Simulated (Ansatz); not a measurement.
# Migration in Cs3Li2Cl5 (Imm2): H transfer from Cl to Cl, charge +1, part 2 of 4

How high is the barrier when H changes place in Cs3Li2Cl5 (Imm2)? The case: H transfer from Cl to Cl, charge +1, in a cell of 60 host atoms with 1 H put in.

Ansatz 0.2.0; plane-wave PAW DFT, PBEsol; nudged elastic band between two relaxed defect structures at fixed charge in a uniform background.

So far. Step 2 (Relaxation of the start point, charge +1): Among the atoms that came to bonding distance: Cl26–H61 1.53 Å (from 2.25).

### Step 3. Relaxation of the end point, charge +1

Level of this step: plane-wave PAW DFT, PBEsol; relaxation of all atoms of a defect supercell at fixed charge in a uniform background (Ansatz).

The end point is relaxed in the same cell and settings, so that the two energies compare. Atoms more than 3.2 Å from the middle of the hop start where the first relaxation left them, the nearer ones on or close to their ideal places, with small random displacements.

The input, qp1_c60k1s.end/input.yaml:

```yaml
crystal:
  lattice:
    - [-7.26281086, 0.0, 10.05667359]
    - [-9.30598675, 0.0, -6.72045129]
    - [3.53696516, -11.88043227, 0.00400056]
  atoms:
    - { symbol: Cs, position: [0.20776133, 0.18322674, 0.7539415] }
    - { symbol: Cs, position: [0.28554439, 0.30458875, 0.23707722] }
[... 19 atom lines left out ...]
    - { symbol: Cs, position: [0.62184545, 0.30467846, 0.24725866] }
[... 2 atom lines left out ...]
    - { symbol: Li, position: [0.34274434, 0.37354243, 0.56826525] }
    - { symbol: Cl, position: [0.35466368, 0.15324425, 0.5114898] }
[... 1 atom line left out ...]
    - { symbol: Cl, position: [0.49468707, 0.40109498, 0.47991485] }
[... 5 atom lines left out ...]
    - { symbol: Li, position: [0.48665592, 0.58940981, 0.43173475] }
[... 1 atom line left out ...]
    - { symbol: Cl, position: [0.3316893, 0.64676341, 0.53126418] }
[... 8 atom lines left out ...]
    - { symbol: Li, position: [0.67607767, 0.37354243, 0.56826525] }
    - { symbol: Cl, position: [0.66717665, 0.15387905, 0.52335131] }
[... 2 atom lines left out ...]
    - { symbol: Cl, position: [0.70724365, 0.43474837, 0.76455417] }
[... 6 atom lines left out ...]
    - { symbol: Cl, position: [0.66519471, 0.64457344, 0.52732413] }
[... 4 atom lines left out ...]
    - { symbol: H, position: [0.558399, 0.490012, 0.494221] }
total_charge: 1
basis:
  ecutwfc: 420
  xc_grid: 2
hamiltonian:
  xc: pbesol
kpoints:
  mp_grid: { grid: [1, 1, 1], shift: [0.25, 0.25, 0.25] }
scf:
  occupations: { method: fixed }
  max_iter: 150
output:
  forces: true
relax:
  f_tol: 0.02
  max_steps: 70
  random_displacement: { amplitude: 0.01, seed: 9116 }
```

The run is started by

```
$ ansatz run input.yaml --threads 4 --pin off --max-ram 14131MiB --backend cpu --events-out ev --progress --plain --runs-dir out
```

Numbers of over 12 decimals in the logs are rounded to 6 here.

Output:

```text
[...]
Crystal: 61 atoms, lattice volume = 1691.734 Å³
Basis set: ecut = 420 eV, 33071 PW (Γ), exchange–correlation on 180×160×180 points (8 copies of the dense FFT grid, shifted against one another)
Bands: 265, of which v1, the nominal top of the filled ones, is band 204 counted from 1 (203 counted from 0)
Symmetry: 1 space group operations
k-points: 1
[...]
SCF iter   1: F=—  HF=-134937.535887 eV  |F-HF|=—  |Δ(HF+E_count)|=         —  Δρ=2.73e-3  dr2=2.26e-1  ethr=1.77e-3  ⟨swp⟩=11.0  Hψ=1397  notcnv=0  defer=60
[...]
SCF iter   6: F=-134937.460058 eV  HF=-134937.460058 eV  |F-HF|=2.69e-7  |Δ(HF+E_count)|=   2.01e-6  Δρ=5.35e-6  dr2=5.99e-7  ethr=2.45e-9  ⟨swp⟩=4.0  Hψ=838  notcnv=0
SCF 1 converged in 6 iterations: F = -134937.460058 eV  dr2 = 5.99e-7
[...]
--- Relaxed structure (11 steps of the walk, 10 accepted, 0 SCFs on fresh bases) ---
  F+E_penalty+E_count = -134938.92092926 eV   max|allowed force component| = 7.927e-3 eV/Å
  atoms:
    - { symbol: Cs, position: [0.207745, 0.177096, 0.753996] }
    - { symbol: Cs, position: [0.290314, 0.303648, 0.247445] }
    [... 19 atoms left out ...]
    - { symbol: Cs, position: [0.624354, 0.301241, 0.240085] }
    [... 2 atoms left out ...]
    - { symbol: Li, position: [0.335732, 0.377422, 0.573550] }
    - { symbol: Cl, position: [0.341472, 0.164909, 0.518361] }
    [... 1 atom left out ...]
    - { symbol: Cl, position: [0.518100, 0.396243, 0.490791] }
    [... 5 atoms left out ...]
    - { symbol: Li, position: [0.469924, 0.663199, 0.422245] }
    [... 1 atom left out ...]
    - { symbol: Cl, position: [0.334817, 0.647998, 0.527447] }
    [... 8 atoms left out ...]
    - { symbol: Li, position: [0.696025, 0.343869, 0.578364] }
    - { symbol: Cl, position: [0.668458, 0.132839, 0.528769] }
    [... 9 atoms left out ...]
    - { symbol: Cl, position: [0.652074, 0.633934, 0.514611] }
    [... 4 atoms left out ...]
    - { symbol: H, position: [0.584557, 0.512898, 0.502403] }
[key lines of the parts left out:]
SCF converged after 6 iterations
Free energy (F): -134938.920929 eV
Fermi energy:    2.454659 eV
```

Elapsed: 2.7 min, on 4 threads of Arm Neoverse V1, shared host; peak memory 2.3 GiB; 10 min of CPU time.

Relaxation path:

```csv
step,energy less that of the first step (eV),largest force component (eV/Å)
1,0.0000,3.0356
2,-0.8476,1.7469
3,-1.1892,0.5097
4,-1.3001,0.8377
5,-1.3962,0.1798
6,-1.4151,0.0963
7,-1.4236,0.1822
8,-1.4463,0.0705
9,-1.4580,0.0888
10,-1.4438,0.2153
11,-1.4609,0.0079
```

Relaxation step 10 was tried and not accepted.

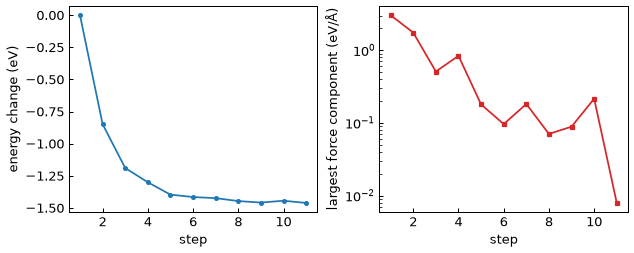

Energy and largest force along the relaxation.

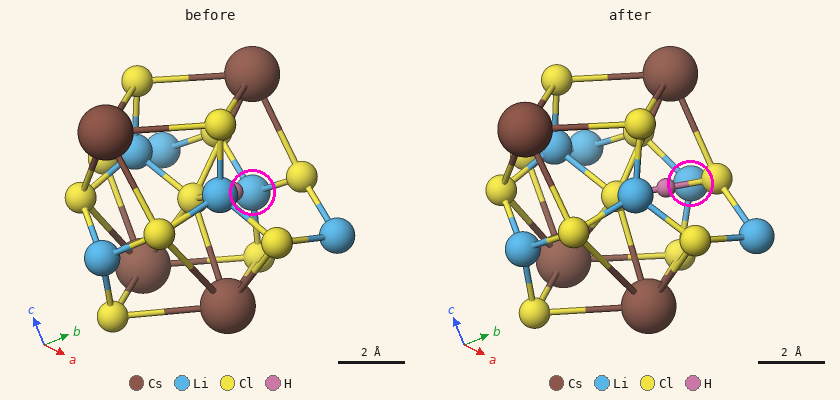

Before and after: the atoms that start within 5 Å of the centre. Li34, which moves most, is ringed if it is among them.

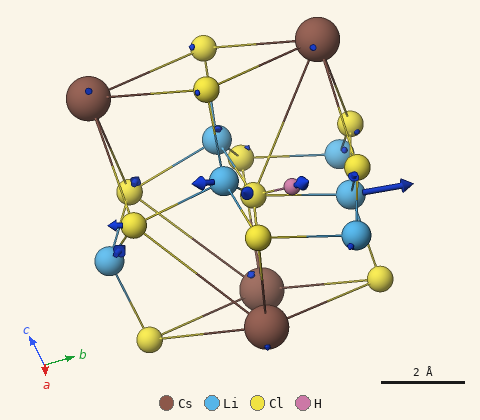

Displacements in the relaxation from the typed sites near the centre, exaggerated; the longest in the cell stands for 0.90 Å.

The atoms that moved most (Å, from the sites as typed, ahead of the random displacement):

```
atom      dx      dy      dz  length
Li34  -0.598   0.113  -0.665   0.902
Li55  -0.589   0.011  -0.511   0.780
Li45   0.167  -0.119   0.399   0.449
 H61  -0.374  -0.097   0.108   0.401
Li24   0.000  -0.057  -0.334   0.338
Cl28  -0.086  -0.129   0.267   0.309
Cl46   0.206  -0.064   0.153   0.264
Cl26   0.012  -0.081  -0.212   0.227
```

Neighbours of H61 at the end:

| atom | distance (Å) |
| --- | --- |
| Cl28 | 1.538 |
| Cl56 | 1.586 |
| Li34 | 2.512 |
| Li45 | 2.641 |
| Cl48 | 3.341 |
| Li54 | 3.409 |
| Cl36 | 3.492 |
| Cs31 | 3.503 |
| Cl37 | 3.553 |

Among the atoms that came to bonding distance: Cl56–H61 1.59 Å (from 2.13).

Numbers from this step:

```yaml
free_energy: -134938.9209 eV
r_m_s_move_of_the_farther_half_of_the_atoms: 0.08128 Å
largest_move_from_the_ideal_geometry_of_this_structure_a_common_shift_of_the_far_atoms_taken_out: 0.9353 Å
```

The relaxation gained 1.461 eV and ended with a largest force component of 0.0079 eV/Å. The end lies 0.002 eV below the start.

(Part 2 of 4 ends here.)

[Logs are printed without paths, hosts, clocks, repeated set-up lines and the standing remarks that a program may print on its own settings, such as how far it seeks lower states.]

[Hosts, paths, dates, database ids (printed as entryN), source tags and the programs' standing remarks are cut or masked in the printed files.]
